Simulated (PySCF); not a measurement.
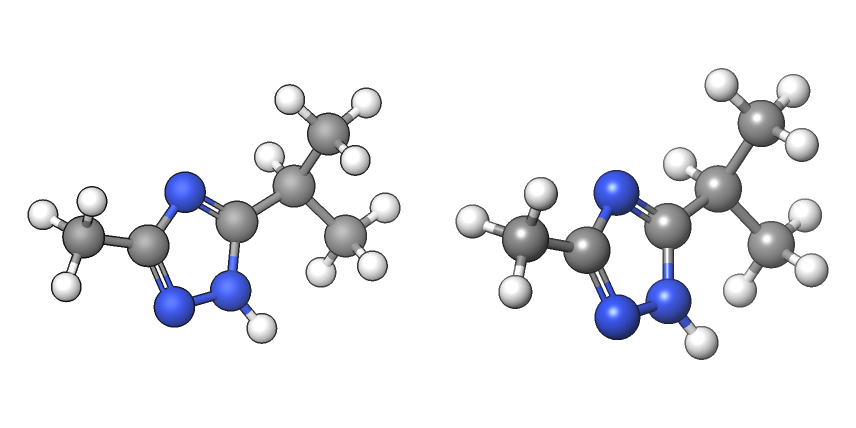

Both panels show the same species. Colours: carbon grey, nitrogen blue, hydrogen white.

The geometry was computed by an optimisation with PBE0-D3(BJ)/def2-SVP. No frequency run is at hand to confirm it as a minimum.

**Count the atoms of each element.**

C6H11N3, 20 atoms: 6 carbon, 11 hydrogen and 3 nitrogen.

**Describe its rings.**

Independent rings (smallest set): 1 of 5 members, 1 of them aromatic.

**Which point group does it belong to?**

C1.

The parts below concern this one geometry. Atoms keep their numbers from picture to picture.

### Levels of theory compared

No frequency run is at hand to confirm it as a minimum. Program: PySCF 2.14.0.

At this fixed geometry, give dipole (D), HOMO energy (eV) at these levels: PBE0/def2-SVPD; PBE0/def2-SVPD in chloroform (IEF-PCM); PBE0/pcSseg-1; PBE0/pcSseg-1 in chloroform (IEF-PCM); PBE0/pcSseg-1 in water (IEF-PCM).

```
                                 level  dipole (D)  HOMO energy (eV)
                        PBE0/def2-SVPD        2.78             −7.19
PBE0/def2-SVPD in chloroform (IEF-PCM)        3.53             −7.29
                         PBE0/pcSseg-1        2.77             −7.17
 PBE0/pcSseg-1 in chloroform (IEF-PCM)        3.46             −7.28
      PBE0/pcSseg-1 in water (IEF-PCM)        3.79             −7.34
```

### Charges

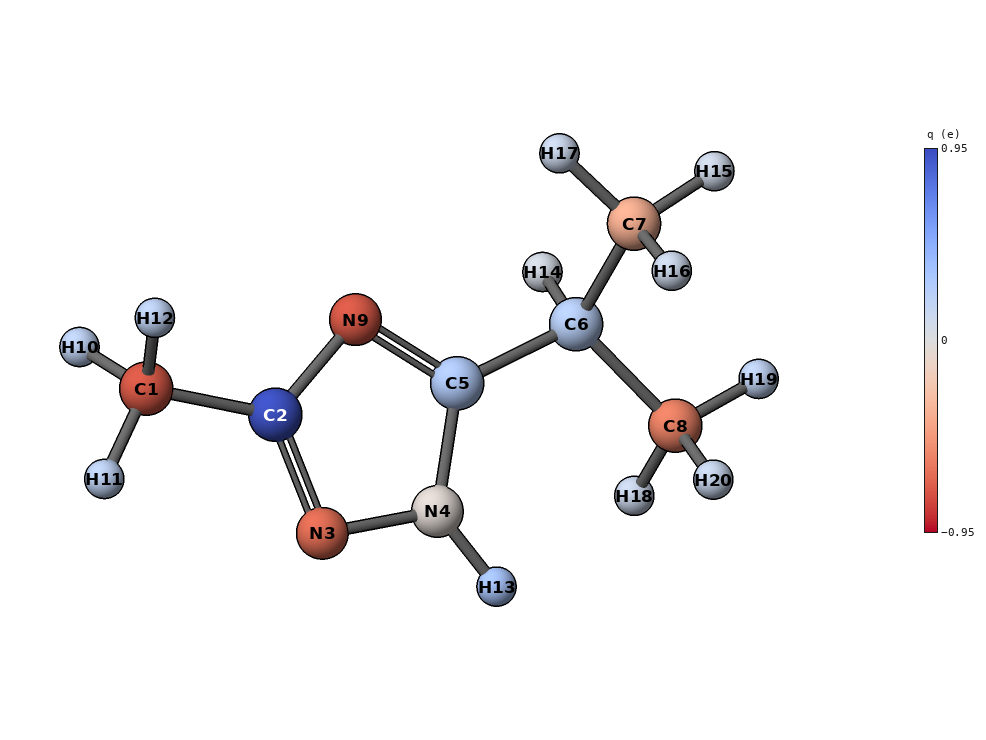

Atoms are coloured by their ESP-fitted charges. No frequency run is at hand to confirm it as a minimum. Properties computed with PBE0/pcSseg-1, gas phase (PySCF 2.14.0).

**Which atom carries the highest charge (most positive or least negative)?**

C2 (0.91 e).

**And the lowest?**

C1 (−0.73 e).

List the ESP-fitted charges.

```csv
atom,value (e)
C1,−0.73
C2,0.91
N3,−0.65
N4,−0.04
C5,0.26
C6,0.23
C7,−0.36
C8,−0.57
N9,−0.72
H10,0.19
H11,0.19
H12,0.19
H13,0.32
H14,0.06
H15,0.09
H16,0.11
H17,0.11
H18,0.11
H19,0.18
H20,0.13
```

### Core levels

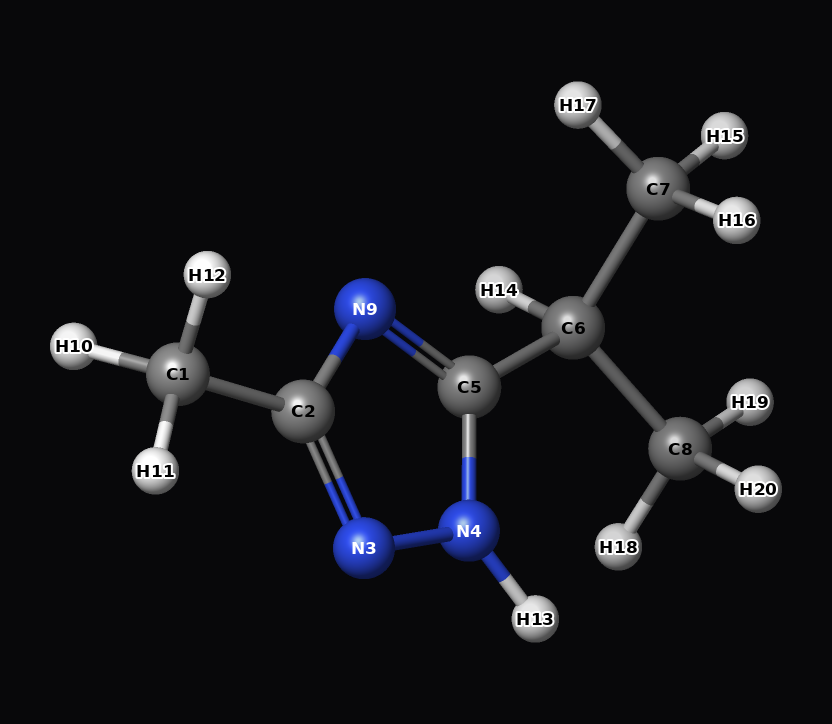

No frequency run is at hand to confirm it as a minimum. Properties computed with delta-SCF UKS SCAN, pcX-2 on the ionised atom, pcseg-1 elsewhere, spin-free X2C (PySCF 2.14.0).

Give the core-electron binding energies (to vacuum) of C1 1s, C2 1s, N3 1s, N4 1s, C5 1s, C6 1s, C7 1s, N9 1s.

```
atom  level  binding energy (eV)
  C1     1s                290.7
  C2     1s                291.5
  N3     1s                404.9
  N4     1s                406.8
  C5     1s                292.0
  C6     1s                291.2
  C7     1s                290.6
  N9     1s                404.1
```
